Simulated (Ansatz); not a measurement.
# singlet BHSCl+ at 6 levels

Aim: a comparison of 6 runs (HF/STO-3G, BHLYP/STO-3G, CAM-B3LYP/STO-3G, wB97M-V/STO-3G, CCSDT(Q)/STO-3G, CCSDTQ/STO-3G) of singlet BHSCl+. 

The results are computed with Ansatz 0.2.0.

75 further runs of the same task are left out: 2 that didn't finish, 73 set aside as unsound or not needed.

## (1) The molecule

BHSCl+: 4 atoms, total charge +1, spin state singlet. SMILES of the parent species: `S[B]Cl`. Geometry: relaxed at PBE0-D4/def2-TZVP. That shape belongs to the parent species and isn't relaxed for this state.

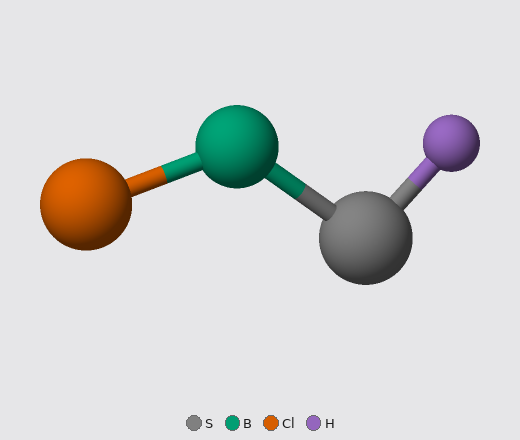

The structure, seen from a chosen angle (sulfur grey, boron teal, chlorine orange, hydrogen purple).

## (2) A single-point energy at HF/STO-3G (run 1)

Contents of run.yaml:

```yaml
crystal:
  periodic: [false, false, false]
  atoms:
    - symbol: S
      position_ang: [0.566400, -0.789100, 0.531400]
    - symbol: B
      position_ang: [-0.299600, 0.475700, -0.345800]
    - symbol: Cl
      position_ang: [-2.014100, 0.616000, -0.427300]
    - symbol: H
      position_ang: [1.802900, -0.362900, 0.221400]
basis:
  gaussian: {orbitals: STO-3G}
hamiltonian: {xc: hf}
total_charge: 1
accuracy: high
```

Command:

```sh
$ ansatz run run.yaml --threads 1 --pin off --max-ram 2610MiB --events-out events.jsonl --progress --plain --runs-dir runs
```

Standard output:

```text
Warning: RAYON_NUM_THREADS=1 ignored (pool sized by the plan → 1); use --threads N
Functional definition: HF
  name "HF"
  exchange = exact_x
  correlation = 0
427 factors; integrals over basis functions are off by at most 1.9e-8 eV
mean field evaluation 1: about -23737.3602 eV, gradient 2.8e1 eV
mean field evaluation 2: about -23737.3862 eV, gradient 2.8e1 eV
mean field evaluation 4: about -23740.8340 eV, gradient 1.8e0 eV
mean field evaluation 8: about -23740.8535 eV, gradient 3.6e-2 eV
mean field -23740.85349770 eV, -872.4602739118 hartree, gradient 1.5e-8 eV, S^2 0.000000; 0 other end points of the search recorded, 0 dependent functions left out
reference -23740.85349770 eV, -872.4602739118 hartree; 19, 19 occupied and 5, 5 virtual orbitals, 427 factors
Total energy: -23740.85349770 eV, -872.4602739118 hartree
```

It took 0.16 s on 1 thread of Arm Neoverse V1, shared host.

## (3) The energy at BHLYP/STO-3G (run 2)

Contents of in.yaml:

```yaml
crystal:
  periodic: [false, false, false]
  atoms:
    - {symbol: S, position_ang: [0.566400, -0.789100, 0.531400]}
    - {symbol: B, position_ang: [-0.299600, 0.475700, -0.345800]}
    - {symbol: Cl, position_ang: [-2.014100, 0.616000, -0.427300]}
    - {symbol: H, position_ang: [1.802900, -0.362900, 0.221400]}
basis:
  gaussian: {orbitals: STO-3G}
total_charge: 1
hamiltonian: {xc: {name: BHLYP}}
accuracy: high
```

Command:

```sh
$ ansatz run in.yaml --threads 1 --pin off --max-ram 2610MiB --events-out events.jsonl --progress --plain --runs-dir runs
```

Standard output:

```text
Warning: RAYON_NUM_THREADS=1 ignored (pool sized by the plan → 1); use --threads N
Functional definition: BHLYP
  name "BHLYP"
  parameter a = 0.5
  exchange = (1 - a)*b88_x + a*exact_x
  correlation = lyp_c
427 factors; integrals over basis functions are off by at most 1.9e-8 eV
mean field evaluation 1: about -23775.8857 eV, gradient 2.6e1 eV
mean field evaluation 2: about -23771.9521 eV, gradient 4.6e1 eV
mean field evaluation 4: about -23778.9010 eV, gradient 5.9e-1 eV
mean field evaluation 8: about -23778.8962 eV, gradient 8.6e-3 eV
mean field evaluation 16: about -23778.8962 eV, gradient 2.1e-7 eV
mean field -23778.89619529 eV, -873.8583172620 hartree, gradient 6.1e-8 eV, S^2 0.000000; 0 other end points of the search recorded, 0 dependent functions left out
reference -23778.89621364 eV, -873.8583179364 hartree; 19, 19 occupied and 5, 5 virtual orbitals, 427 factors
Total energy: -23778.89621364 eV, -873.8583179364 hartree
```

Wall time 1.1 s (1 thread of Arm Neoverse V1, shared host); peak memory 0.095 GiB.

Runs 3 to 5 aren't shown in full; the table further down has their settings and results.

## (4) The energy at CCSDTQ/STO-3G (run 6)

Contents of molecule.yaml:

```yaml
crystal:
  periodic: [false, false, false]
  atoms:
    - symbol: S
      position_ang: [0.566400, -0.789100, 0.531400]
    - symbol: B
      position_ang: [-0.299600, 0.475700, -0.345800]
    - symbol: Cl
      position_ang: [-2.014100, 0.616000, -0.427300]
    - symbol: H
      position_ang: [1.802900, -0.362900, 0.221400]
basis:
  gaussian:
    orbitals: STO-3G
total_charge: 1
correlation:
  method: ccsdtq
  frozen_orbitals: {B: 1, Cl: 5, H: 0, S: 5}
accuracy: high
scf:
  omitted_lower_state_checks: [cluster_reference, increment]
```

Command:

```sh
$ ansatz run molecule.yaml --threads 1 --pin off --max-ram 2610MiB --events-out events.jsonl --progress --plain --runs-dir runs
```

Standard output:

```text
Warning: RAYON_NUM_THREADS=1 ignored (pool sized by the plan → 1); use --threads N
[... 11 lines left out ...]
11 core orbitals not correlated: weight in the atoms' cores, before any rotation towards them, 1.000 or more for the frozen orbitals, at most 0.000 for the correlated occupied ones
[... 33 lines left out ...]
Total energy: -23744.38592936 eV, -872.5900883811 hartree
Checks for a lower state left out: cluster_reference, increment
```

Wall time 7.2 s (1 thread of Arm Neoverse V1, shared host); peak memory 0.12 GiB.

## (5) Overview of the runs

| run | level | frozen core orbitals | energy (Eh) | wall time |
| --- | --- | --- | --- | --- |
| 1 | HF/STO-3G | – | -872.460274 | 0.16 s |
| 2 | BHLYP/STO-3G | – | -873.858318 | 1.1 s |
| 3 | CAM-B3LYP/STO-3G | – | -873.795202 | 1.5 s |
| 4 | wB97M-V/STO-3G | – | -873.937022 | 21 s |
| 5 | CCSDT(Q)/STO-3G | 11 | -872.590212 | 0.44 s |
| 6 | CCSDTQ/STO-3G | 11 | -872.590088 | 7.2 s |

## (6) Results

```
                                           quantity          value
                                run 6: total energy  -872.59009 Eh
run 6: correlation energy (11 core orbitals frozen)     -129.8 mEh
                               run 6: T1 diagnostic          0.028
```

**Reading.** Below the HF energy at the same shape and in the same basis (STO-3G): CCSDT(Q) -129.9 mEh; CCSDTQ -129.8 mEh. Totals of different functionals can't be ranked against each other. In runs 1, 2, 3, 4, 5, 6 the basis is minimal, so the values are rough. All runs together took 31 s, the longest 21 s.
